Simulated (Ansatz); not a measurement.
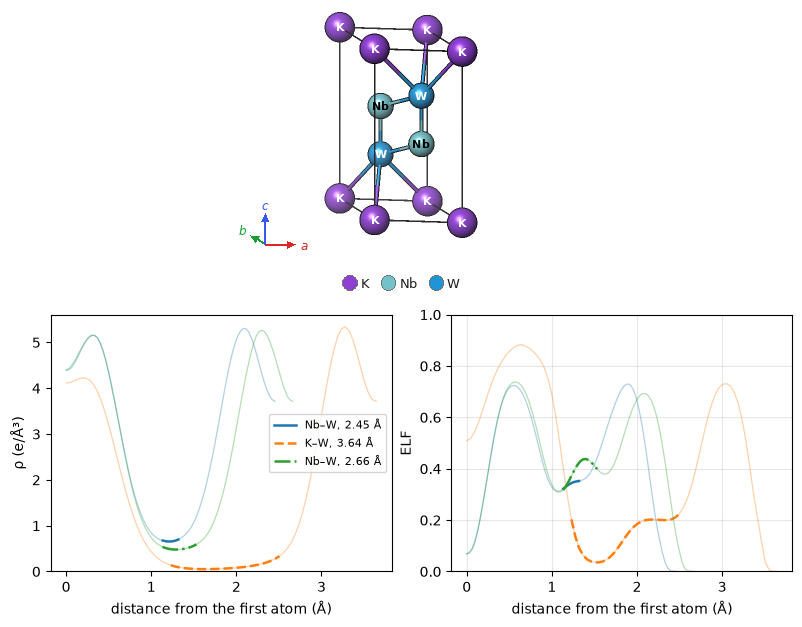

The picture shows: KNb2W2. Valence electron density and ELF along straight lines between neighbouring atoms. Thin, pale parts lie inside the atomic spheres. The structure is drawn too.

Space group P-3m1; a structure generated by program, which may or may not match a known phase; computed without spin polarisation.

Level of theory: DFT PBE, scalar-relativistic, plane waves, PAW (Ansatz 0.2.0).

In a PAW calculation such maps are meaningful between the atoms, not at the nuclei.

```
K Nb W
1.0
     4.32176    0.00000    0.00000
    -2.16088    3.74275    0.00000
     0.00000    0.00000    8.69472
K Nb W
1 2 2
Direct
  0.00000 0.00000 0.00000
  0.33333 0.66667 0.58746
  0.66667 0.33333 0.41254
  0.33333 0.66667 0.30534
  0.66667 0.33333 0.69466
```

### Compare the contacts.

Nb–W (2.45 Å): ρ is about 0.65 e/Å³ halfway; the ELF is about 0.35 at the midpoint.
K–W (3.64 Å): ρ at the midpoint is about 0.06 e/Å³, with its minimum of 0.05 e/Å³ about 1.6 Å from K; the ELF is about 0.10 at the midpoint (no localised pair shows between them).
Nb–W (2.66 Å): ρ is about 0.48 e/Å³ halfway; the ELF is about 0.45 at the midpoint.
